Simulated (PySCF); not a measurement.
**C$_{8}$H$_{7}$Al: density, localisation and related maps**

The calculation's input:

```
{"job": {"kind": "uv", "xc": "PBE0", "basis": "def2-SVPD", "nstates": 8, "ntriplets": 3}, "charge": 0, "multiplicity": 1}
C     -4.304612     0.923960     1.018544
C     -3.888569     0.221036     0.145028
C     -3.336226    -0.611324    -0.909730
C     -1.950905    -0.241323    -1.160707
C     -0.795847     0.082364    -1.359845
Al     1.055244     0.604415    -1.628851
C      2.459879     0.556724    -0.295239
C      3.304951     0.533313     0.579857
C      4.310158     0.501597     1.620530
H     -4.687272     1.531023     1.782924
H     -3.923524    -0.480465    -1.826140
H     -3.387098    -1.664488    -0.608742
H      1.428967     1.108096    -3.040529
H      4.657542    -0.520614     1.773799
H      5.160514     1.125072     1.342799
H      3.889198     0.874526     2.554892
```

Command:

```sh
OMP_NUM_THREADS=1 python probes_run.py task.json out
```

Geometry: GFN2-xTB.

The calculation used PBE0/def2-SVPD, SCF density, gas phase in PySCF.

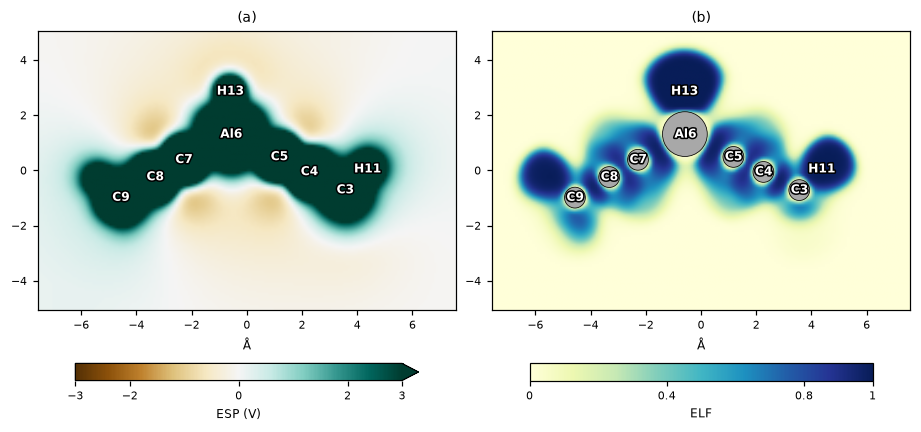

Figure 1. (a) molecular electrostatic potential; (b) electron localisation function on the plane of atoms C5, Al6 and H13. Grey discs cover the atomic cores in the ELF map.

Interpret the plot.

The section cuts through C, Al and H sites.
C–C (1.22 Å): the ELF peaks at about 0.90 between the atoms; a multiple bond.
C–Al (1.94 Å): the ELF peaks at about 0.95 between the atoms, as expected for a polar covalent bond.
Al–H (1.54 Å): the ELF climbs to about 1 towards the hydrogen.
Outside the dense part of the molecule the potential is most negative (−1.1 V) near C7.

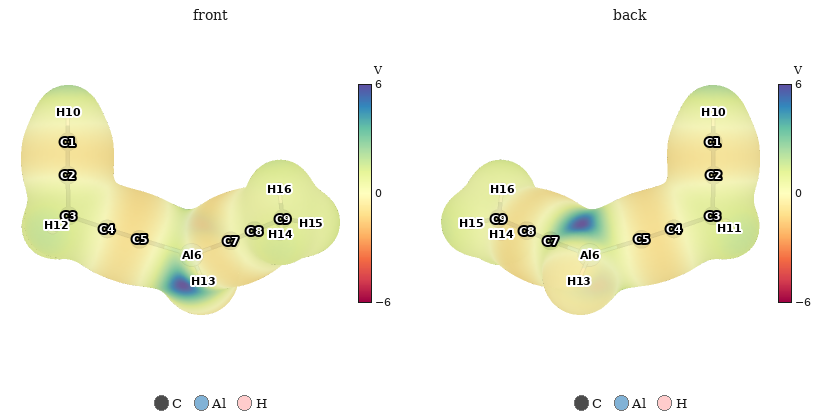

Figure 2. The electrostatic potential painted on the density surface at 0.004 e/bohr³, seen from the front and from behind; the colour scale runs from red (negative) to blue (positive).

Where is the surface potential most negative and most positive?

The most negative region (about −1.1 V, or −25 kcal/mol for a unit charge) lies over C4, C5, C7 and C8, the most positive (about +5.5 V, or +127 kcal/mol for a unit charge) over Al6.

How polar is the molecule by this calculation?

Its dipole moment is 1.57 D.
